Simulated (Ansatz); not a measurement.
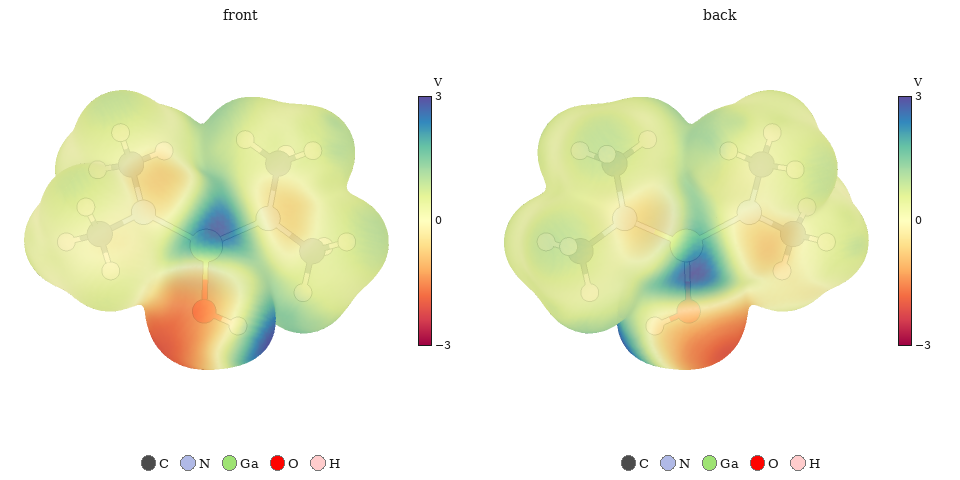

The picture shows: C$_{4}$H$_{13}$GaN$_{2}$O. The molecular electrostatic potential painted on the density surface at 0.004 e/bohr³, seen from the front and from behind; the colour scale runs from red (negative) to blue (positive).

Geometry: PBE0-D4/def2-TZVP.

Theory: Ansatz, RKS PBE0-D4/def2-TZVPP.

```xyz
21

C    -1.4442   -0.5797    1.7045
N    -1.3958    0.4019    0.6546
C    -2.6179    1.1494    0.5261
Ga    0.0388    0.6963   -0.4266
O     0.1414    2.2153   -1.3735
N     1.4440   -0.4194   -0.6775
C     2.6338    0.0303   -1.3550
C     1.4985   -1.7996   -0.2817
H    -0.4795   -1.0745    1.8288
H    -1.6987   -0.1177    2.6704
H    -2.1992   -1.3575    1.5110
H    -2.8575    1.7035    1.4465
H    -3.4758    0.4942    0.3111
H    -2.5531    1.8728   -0.2903
H    -0.4686    2.8968   -1.0882
H     2.8325   -0.5682   -2.2566
H     3.5220   -0.0499   -0.7101
H     2.5324    1.0724   -1.6624
H     1.7035   -2.4531   -1.1431
H     2.2912   -1.9869    0.4591
H     0.5521   -2.1265    0.1527
```

Q: Describe the electrostatic potential map.

A: The most negative region (about −1.9 V, or −44 kcal/mol for a unit charge) lies over O5, the most positive (about +2.8 V, or +65 kcal/mol for a unit charge) over Ga4 and H15. O5 is the likeliest acceptor of a hydrogen bond.
